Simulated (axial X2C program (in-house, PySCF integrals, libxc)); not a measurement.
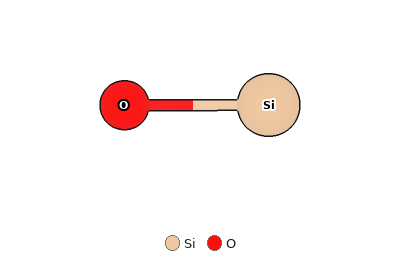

*The molecule at the reference distance of 1.518 Å.*

Run report: SiO, relativistic diatomic calculation

- system: SiO, single determinant with Ω = 0. The distance is the PBE0 minimum at charge 0.
- method: expectation values, HF and Kohn-Sham, two-component X2C with atomic mean-field Coulomb and Gaunt terms, Si dyall-v3z, O dyall-av3z (cores contracted) (axial X2C program (in-house, PySCF integrals, libxc))

Output:
```
two-component X2C + atomic mean field  PBE0
basis functions 100  fitting functions 582  grid points 4350
iter        total energy     max residual
   1       -365.188182229     4.12e-06
   2       -365.188182229     3.05e-06
converged
one-electron -583.52334228  Coulomb 208.66089804  exact exchange -7.14660724  xc functional -22.18124654  nuclear repulsion 39.04337788  atomic mean-field constant -0.04126208
```

Expectation values by level of theory:

| quantity | PBE0 | HF | TPSSh | B3LYP | PBE |
| --- | --- | --- | --- | --- | --- |
| effective field for an electron dipole moment (GV/cm) | – | – | – | – | – |
| field gradient at the first nucleus (a.u.) | −2.06 | −2.37 | −1.98 | −2.07 | −1.94 |
| field gradient at the second nucleus (a.u.) | −0.693 | −0.681 | −0.729 | −0.726 | −0.699 |
| A∥/gI, first nucleus (MHz) | – | – | – | – | – |
| A∥/gI, second nucleus (MHz) | – | – | – | – | – |

Each column comes from one determinant, in a basis with contracted cores. A dash marks a value that vanishes by symmetry, wasn't computed or didn't converge. The spread over the levels shows only part of the uncertainty.

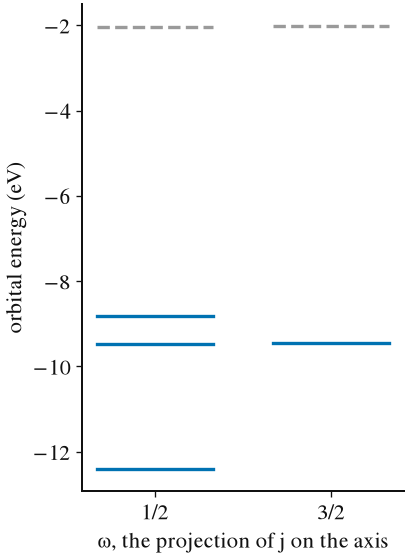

*Orbital energies (PBE0) near the frontier at 1.52 Å, filled (solid) and empty (dashed); the Kramers partners at −ω are degenerate and not drawn.*

The highest filled spinor (1/2; 39 % O p, 28 % Si p) lies at −8.82 eV, the lowest empty one (1/2; 65 % Si p, 14 % O p) at −2.04 eV.

Input file:
```
{"zs": [14, 8], "q": 0, "bas": ["dyall-v3z", "dyall-av3z"], "r0": 1.64, "levels": ["PBE0", "HF", "TPSSh", "B3LYP", "PBE"], "nst": 3}
```

The line is the task of a batch: nuclear charges, charge, bases, the levels to run, a first guess of the distance and further settings. This report covers the levels named above. The log is that of the reference distance, started from orbitals converged before.

The run was one of a batch that the task file lists, launched with:
```bash
python <driver script> task.json out
```

Key numbers:

- outcome: converged
- hardware: 1 thread of Arm Neoverse V1, 112 GiB of memory available, shared host
- wall time: 1 s
- peak memory: 0.22 GiB
